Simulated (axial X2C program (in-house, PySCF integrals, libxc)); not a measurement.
# GeF⁺: properties at the nuclei

Wanted for GeF⁺: properties at the nuclei, at the two-component level.

Program: an in-house X2C program for linear molecules on PySCF integrals. Level of theory: two-component X2C with atomic mean-field terms, Ge dyall-acv3z, F dyall-av3z. These are calculated values, not measurements.

## (1) The job

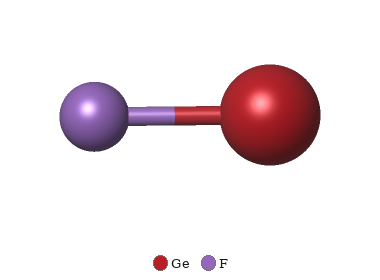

The two atoms at 1.850 Å (germanium red, fluorine purple).

The input, task.json:

```json
{"zs": [32, 9], "q": 1, "bas": ["dyall-acv3z", "dyall-av3z"], "r0": 1.85, "levels": ["PBE0", "HF", "B3LYP"], "nst": 1, "ff": 1, "thr": -3.5, "nmax": 130, "opt": {"ecut": 60}}
```

Keys: zs atomic numbers; q charge; bas basis sets; r0 starting distance in Å; levels methods (HF also brings MP2); nst determinants followed; ff finite-field run; thr threshold in hartree for freezing inner shells (an s shell follows its p shell); nmax most natural virtual spinors; ecut virtual cutoff in hartree.

Run with:

```console
$ python soeom.py task.json out
```

Nuclei are Gaussian, cores are contracted, and the Gaunt term is on.

## (2) Expectation values, lowest determinant

R = 1.674 Å. State: Ω = 0 (closed shell).

Output of the PBE0 run:

```text
two-component X2C + atomic mean field  PBE0
basis functions 178  fitting functions 961  grid points 5075
iter        total energy     max residual
   1      -2197.537261105     5.73e-06
   2      -2197.537261106     4.53e-06
converged
one-electron -3229.22630588  Coulomb 1031.45865466  exact exchange -22.08045104  xc functional -68.00216430  nuclear repulsion 91.04124059  atomic mean-field constant -0.72823514
```

The highest occupied spinor is 37% Ge s, 36% F p, 21% Ge p.

```tsv
level	qzz Ge (a.u.)	qzz F (a.u.)
PBE0	-4.24	0.72
HF	-4.55	0.86
B3LYP	-4.17	0.66
```

qzz is the electric field gradient, eQq0 = 234.96 MHz × Q/barn × qzz. The operators were transformed with the bare-nucleus X2C matrices.

## (3) Finite-field coupled cluster

Output:

```text
two-component X2C + atomic mean field  HF
basis functions 178  fitting functions 961  grid points 5075
iter        total energy     max residual
   1      -2195.776449939     2.96e-01
   2      -2195.804797268     7.16e-03
   3      -2195.805851207     4.55e-03
   4      -2195.806165623     1.27e-03
   5      -2195.806203431     4.73e-04
   6      -2195.806207968     1.15e-04
   7      -2195.806208350     6.17e-05
   8      -2195.806208421     1.20e-05
   9      -2195.806208426     2.18e-06
  10      -2195.806208426     4.30e-07
converged
one-electron -3229.51251850  Coulomb 1031.87888697  exact exchange -88.48558234  xc functional 0.00000000  nuclear repulsion 91.04124059  atomic mean-field constant -0.72823514
correlated 20  virtual 296  natural virtual 130  E(MP2) -0.824649905  MP2 remainder -0.049151195
iter   CCSD correlation   residual
   1     -0.724386294   1.46e-01
   2     -0.739940072   7.05e-02
   3     -0.744600219   2.18e-02
   4     -0.744210094   8.12e-03
   5     -0.744145179   2.55e-03
   6     -0.744203858   1.05e-03
   7     -0.744203936   3.24e-04
   8     -0.744201450   9.13e-05
   9     -0.744205305   2.86e-05
  10     -0.744203948   1.05e-05
  11     -0.744204246   3.20e-06
  12     -0.744204126   1.24e-06
  13     -0.744204113   5.17e-07
(T) -0.019969367  T1 0.0229  D1 0.0428  max T2 0.080
```

T1 in the output is the amplitude norm over the root of the electron number; divide by √2 for the Lee–Taylor value.

20 electrons correlated in 130 natural virtual spinors, MP2 remainder added; T1 = 0.016.

```tsv
level	qzz Ge (a.u.)	qzz F (a.u.)
HF	-4.55	0.86
MP2	-4.24	0.62
CCSD	-4.24	0.73
CCSD(T)	-4.12	0.67
```

## (4) Summary of results

```
              quantity                 value
    lowest determinant  Ω = 0 (closed shell)
   qzz Ge (a.u.), PBE0                 -4.24
    qzz F (a.u.), PBE0                  0.72
qzz Ge (a.u.), CCSD(T)                 -4.12
 qzz F (a.u.), CCSD(T)                  0.67
```

In words: The expectation values come from single determinants, which for open shells can mix terms of unlike spin or miss the lowest Ω, so a determinant need not be a state. qzz is the electric field gradient, eQq0 = 234.96 MHz × Q/barn × qzz. The operators were transformed with the bare-nucleus X2C matrices. Correlation of the inner shells is missing, which matters for properties at the nucleus.
